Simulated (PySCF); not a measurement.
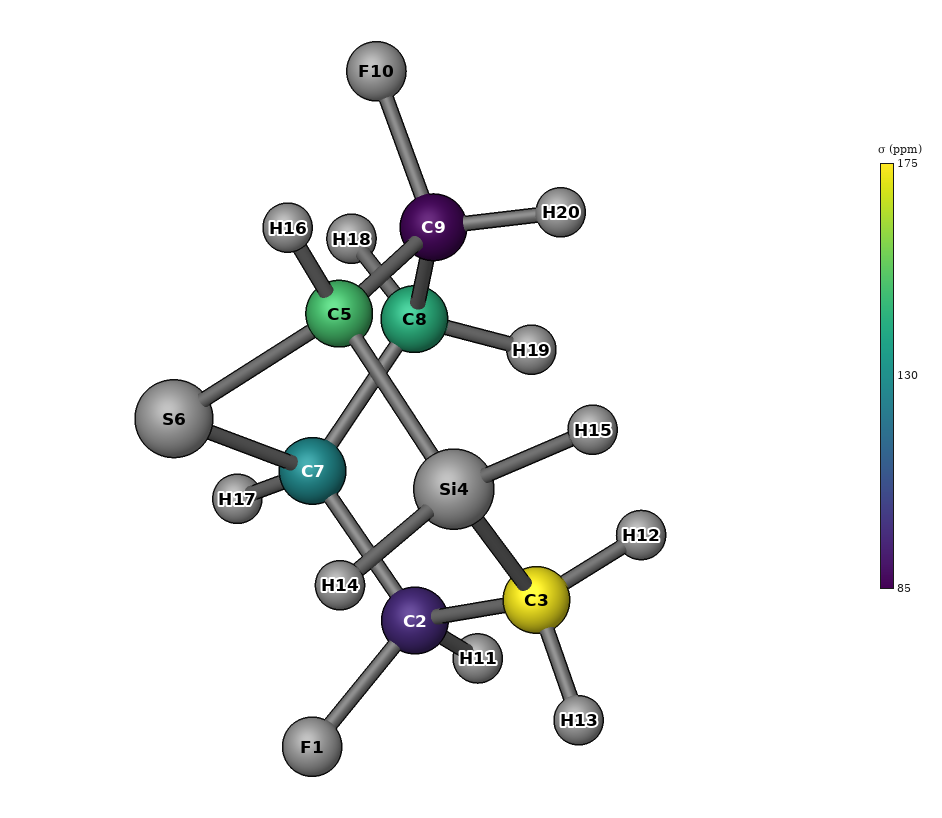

Atoms are coloured by their isotropic NMR shieldings (C only, the others grey). The computed structure is the end point of a GFN2-xTB optimisation. No frequency run is at hand to confirm it as a minimum. Properties computed with GIAO PBE0/pcSseg-1 NMR shielding, non-relativistic, gas phase (PySCF 2.14.0).

### Which C atom is the most shielded (lowest chemical shift)?

C3 (173.5 ppm).

### Which C atom is the least shielded (highest chemical shift)?

C9 (86.9 ppm).

### How wide is the range of C shifts?

86.6 ppm.

Give the isotropic NMR shieldings of the C atoms atom by atom.

| atom | σ (ppm) |
| --- | --- |
| C2 | 96.1 |
| C3 | 173.5 |
| C5 | 148.9 |
| C7 | 127.5 |
| C8 | 142.3 |
| C9 | 86.9 |

The geometry is semi-empirical. Around Si such bond lengths and angles can be off by a tenth of an ångström or more and by several degrees, and values that hang on the shape move with them.
